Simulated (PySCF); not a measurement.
SMILES c1(C=O)ccc(C#C)cc1 at its GFN2-xTB optimised geometry (Å):

```
16

C     -2.0035    -3.0646     0.0021
C     -1.4038    -2.0241     0.0013
C     -0.6958    -0.8000     0.0000
C     -1.3918     0.4122    -0.0003
C     -0.6980     1.6016    -0.0003
C      0.6995     1.6064     0.0000
C      1.4267     2.8786     0.0007
O      0.9208     3.9725     0.0010
C      1.3906     0.3935     0.0000
C      0.7018    -0.8000     0.0000
H     -2.5296    -3.9725     0.0028
H     -2.4717     0.4028    -0.0003
H     -1.2154     2.5495    -0.0005
H      2.5296     2.7606     0.0007
H      2.4715     0.3961     0.0000
H      1.2306    -1.7418     0.0002
```

Calculation: PySCF 2.14.0 with B3LYP/def2-TZVP. Cells within 0.4 Å of a nucleus heavier than hydrogen are left out (blank, or x).

Map of the deformation density (molecule minus spherical neutral atoms) (e/bohr³) on the plane z = 0.0 Å:

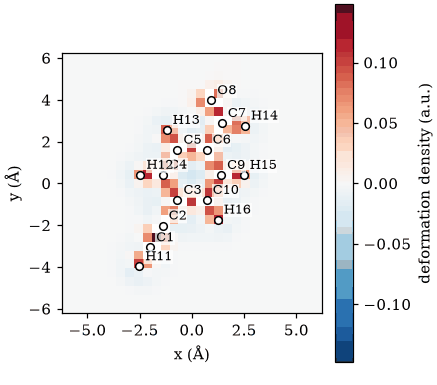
Figure. Deformation density (molecule minus spherical neutral atoms) (e/bohr³) on the plane z = 0.0 Å.
